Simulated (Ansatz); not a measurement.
## Doping YCu (Pm-3m) with electrons and holes

Wanted: the effect of band filling on phonon scattering in YCu (Pm-3m).

Main program and level: Ansatz 0.2.0; DFT PBEsol, scalar-relativistic, plane waves, PAW; PAW set soft_1.

### 1. The structure

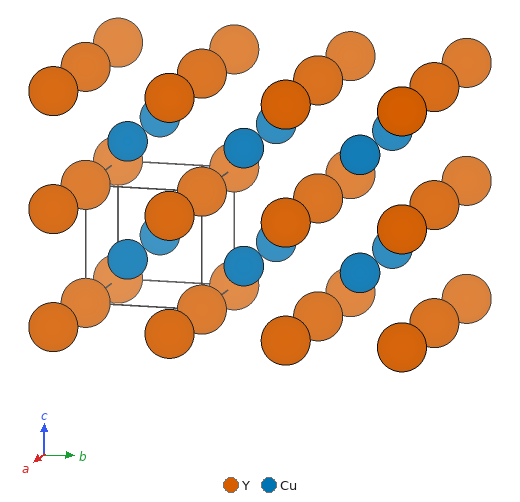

The cell as given, slightly off an axis (yttrium orange, copper blue). 2×3×2 cells are drawn. Some periodic images of atoms are drawn too.

### 2. Relaxing cell and atoms

Lattice constant and positions set the bands and the force constants, so the cell is relaxed first.

input.yaml

```yaml
crystal:
  lattice:
    - [3.45811539, 0.0, 0.0]
    - [0.0, 3.45811539, 0.0]
    - [0.0, 0.0, 3.45811539]
  atoms:
    - { symbol: "Y", position: [0.0, 0.0, 0.0] }
    - { symbol: Cu, position: [0.5, 0.5, 0.5] }
kpoints:
  mp_grid: { grid: [8, 8, 8] }
hamiltonian:
  xc: pbesol
  pseudopotentials: { kind: paw, azcp: { folder: soft_1 }, xc_functional: pbe }
scf:
  occupations: { method: gaussian, width: 0.1 }
output:
  forces: true
  stress: true
  eigenvalues: true
  write_density: true
  write_potential: true
  elf: true
  volumetric_format: npy
relax:
  adjacent_minimum: "off"
  f_tol: 0.005
  max_steps: 80
  cell: { stress_tol: 0.05 }
```

Command:

```console
> ansatz run input.yaml --threads 4 --pin off --max-ram 12288MiB --backend cpu --events-out ev --progress --plain --runs-dir out
```

Numbers of over 12 decimals in the logs are rounded to 6 here.

What it wrote:

```text
[the first part of the log is left out]
  E_xc         = -246.450933
  E_vxc        = -294.623470  (∫ρ·V_xc dr)
  E_paw        = -4543.328115  (= ΣΔE_a)
  E_vpaw       = -781.532368  (= ΣTr[D̂ρ^β])
  E_aug_tail   = 0.001022  (compensation charges beyond the density's cutoff)
  E_ewald      = -3581.963867
  E_core_change = 0.354976  (= ΣΔE_core)
  E_smearing   = -0.009003  (= −TS)
  E_closure    = -0.000000  (closes the sum)
  Σ components = -10384.325381   (vs F -10384.325381, Δ=0.00e0)
--- Forces (eV/Å), atoms counted from 1 ---
  atom   1  Y     -0.00000000     0.00000000     0.00000000
  atom   2  Cu    -0.00000000    -0.00000000     0.00000000
  max |Σ_I F_I| component: 1.32e-29 eV/Å
--- Stress (GPa, compression-positive) ---
       -0.000342       0.000000       0.000000
        0.000000      -0.000342       0.000000
        0.000000       0.000000      -0.000342
  P = ⅓ Tr σ = -0.0003 GPa (-0.003 kbar)
--- Band table (eV; the first three rows and the last of 35) ---
  k-point 0: bands = ["-99.8989", "-57.4124", "-57.4124", "-57.4124", "-29.7877", "-9.6139", "-9.6139", "-9.6139", "6.0325", "8.9392", "8.9392", "9.7283", "9.7283", "9.7283", "13.1420", "13.1420", "17.6088", "17.6088", "17.6088"]
  k-point 1: bands = ["-99.8989", "-57.4125", "-57.4124", "-57.4124", "-29.7817", "-9.6930", "-9.6075", "-9.6075", "6.2992", "8.9965", "9.0231", "9.7195", "9.7195", "9.7404", "13.1232", "13.1488", "16.6059", "16.6059", "17.6053"]
  k-point 2: bands = ["-99.8989", "-57.4130", "-57.4123", "-57.4123", "-29.7671", "-9.8786", "-9.5918", "-9.5918", "7.0443", "9.1418", "9.2145", "9.7002", "9.7002", "9.7699", "12.7507", "13.0725", "15.4672", "15.4672", "17.5473"]
  k-point 34: bands = ["-99.8987", "-57.4133", "-57.4133", "-57.4133", "-29.6681", "-9.9812", "-9.9812", "-9.9812", "9.4899", "9.4899", "9.4899", "10.0425", "10.0425", "10.8955", "10.8955", "10.8955", "14.3022", "19.1237", "19.1237"]
--- Relaxed structure (4 steps of the walk, 4 accepted, 1 SCFs on fresh bases) ---
  F+E_penalty+E_count = -10384.32538125 eV   max|allowed force component| = 7.050e-30 eV/Å   (the final SCF, on the basis selected at the relaxed cell)
  cell:  # Å, volume = 40.0943 Å³
    - [3.422637, 0, 0]
    - [0, 3.422637, 0.0]
    - [0, 0.0, 3.422637]
  atoms:
    - { symbol: Y, position: [0, 0, 0] }
    - { symbol: Cu, position: [0.5, 0.5, 0.5] }
```

It took 2.6 s on 4 threads of Arm Neoverse V2, shared host; peak memory 0.41 GiB.

The steps of the relaxation:

| step | energy less that of the first step (eV) | largest force component (eV/Å) | pressure (GPa) | volume (Å³) |
| --- | --- | --- | --- | --- |
| 1 | 0.0000 | 0.0000 | -2.25 | 41.35 |
| 2 | -0.0060 | 0.0000 | 1.50 | 39.35 |
| 3 | -0.0093 | 0.0000 | -0.07 | 40.13 |
| 4 | -0.0093 | 0.0000 | 0.00 | 40.09 |
| 5 | -0.0091 | 0.0000 | 0.00 | 40.09 |

The log counts 1 steps on a newly chosen plane-wave basis, not all of them marked here; energy and pressure can jump at such steps.

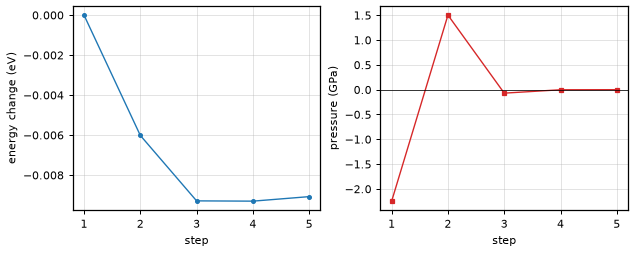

Energy and pressure along the relaxation.

| conventional cell, symmetrised | before | after | change |
| --- | --- | --- | --- |
| a (Å) | 3.458 | 3.423 | -1.0 % |
| b (Å) | 3.458 | 3.423 | -1.0 % |
| c (Å) | 3.458 | 3.423 | -1.0 % |
| volume (Å³/atom) | 20.68 | 20.05 | -3.0 % |

Final coordinates:

```xyz
2
Lattice="3.4226 0.0000 0.0000 0.0000 3.4226 0.0000 0.0000 0.0000 3.4226" Properties=species:S:1:pos:R:3 pbc="T T T"
Y     0.0000    0.0000    0.0000
Cu    1.7113    1.7113    1.7113
```

This step gave:

- pressure: -3.42e-4 GPa
- volume per atom: 20.05 Å³/atom
- metallic on mesh: yes
- gap on the k-mesh: 0 eV

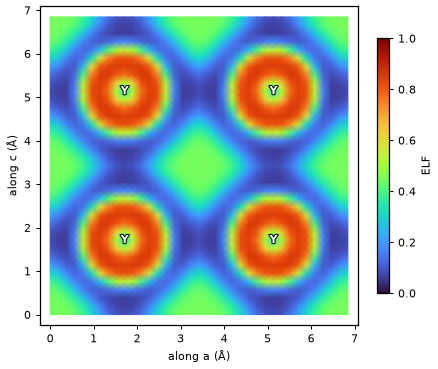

ELF in the ac plane at fractional y = 0.000, with atoms of Y within 0.2 Å of it. It is the smooth field of the valence electrons, not physical close to the nuclei. The map starts off the cell's origin, so that atoms lie inside it.

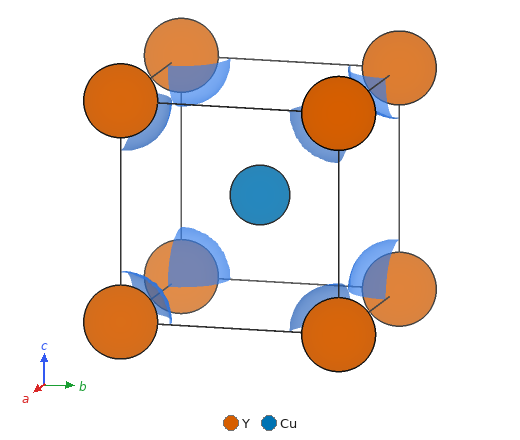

Surface of ELF = 0.81.

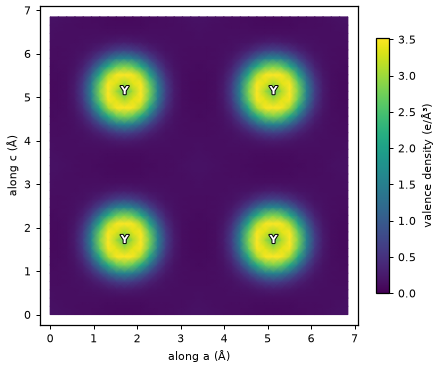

Valence density in the ac plane at fractional y = 0.000, with atoms of Y within 0.2 Å of it. It is the smooth field of the valence electrons, not physical close to the nuclei. The map starts off the cell's origin, so that atoms lie inside it.

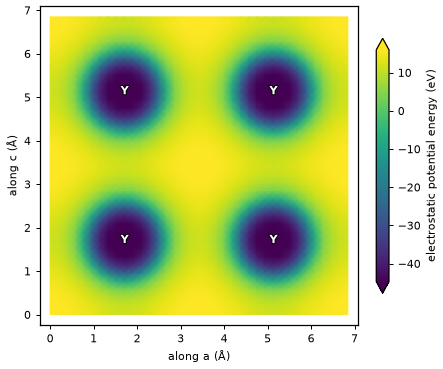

Electrostatic potential energy in the ac plane at fractional y = 0.000, with atoms of Y within 0.2 Å of it. With pseudopotentials it is smooth inside the atoms' cores, unlike the true potential. The map starts off the cell's origin, so that atoms lie inside it.

The largest force is now zero by symmetry and the largest stress component 3.4e-4 GPa, small enough for phonons.

(Continued in part 2 of 5.)

[Logs are printed without paths, hosts, clocks, repeated set-up lines and the standing remarks that a program may print on its own settings, such as how far it seeks lower states.]

[Hosts, paths, dates, database ids (printed as entryN), source tags and the programs' standing remarks are cut or masked in the printed files.]
